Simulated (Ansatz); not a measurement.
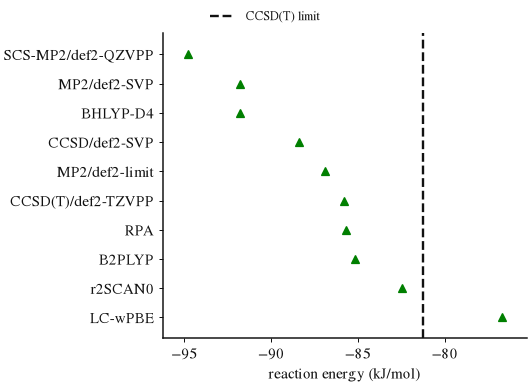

Electronic reaction energy of GeSiH₃F₃ ([F][Ge]([F])([F])[SiH3]) + AlBH₄O ([BH2][AlH][OH]) → AlBSiH₆O ([BH2][AlH][O][SiH3]) + GeHF₃ ([F][GeH]([F])[F]) (SMILES in brackets) at several levels (functionals in def2-TZVPP unless a basis is named), isolated molecules at PBE0-D4 triple-zeta geometries, minima by their frequencies, no zero-point or thermal terms, the Ansatz code. The line is frozen-core CCSD(T) at the basis limit (MP2 extrapolated from triple and quadruple zeta, plus CCSD(T) less MP2 in a smaller set). RPA and B2PLYP hold a correlation term that converges slowly with the basis, so part of the distance to the limit is basis error. No dispersion term is added to B2PLYP, r2SCAN0 and LC-wPBE. The distance of SCS-MP2/def2-QZVPP, MP2/def2-SVP, CCSD/def2-SVP and CCSD(T)/def2-TZVPP to the limit includes basis error. The limit lies 4.5 kJ/mol from CCSD(T)/def2-TZVPP, so the line itself is uncertain by a part of that.

What do zero-point energy and temperature add?

Answer. Zero-point change −2.4 kJ/mol; at 298.15 K and 1 bar the CCSD(T) limit plus thermal terms gives an enthalpy of reaction of −84.8 and a free energy of −91.1 kJ/mol (harmonic PBE0-D4 modes, ideal gas).

Which level comes closest to the line (CCSD(T) limit), and which misses most?

Answer. Closest r2SCAN0 (−82.5 kJ/mol), against −81.3 kJ/mol; farthest SCS-MP2/def2-QZVPP (−94.8 kJ/mol).

Caveats: no scalar relativity up to krypton; outer-core shells are correlated without core-valence functions, which makes the correlated values less sure; one conformer of each flexible molecule.
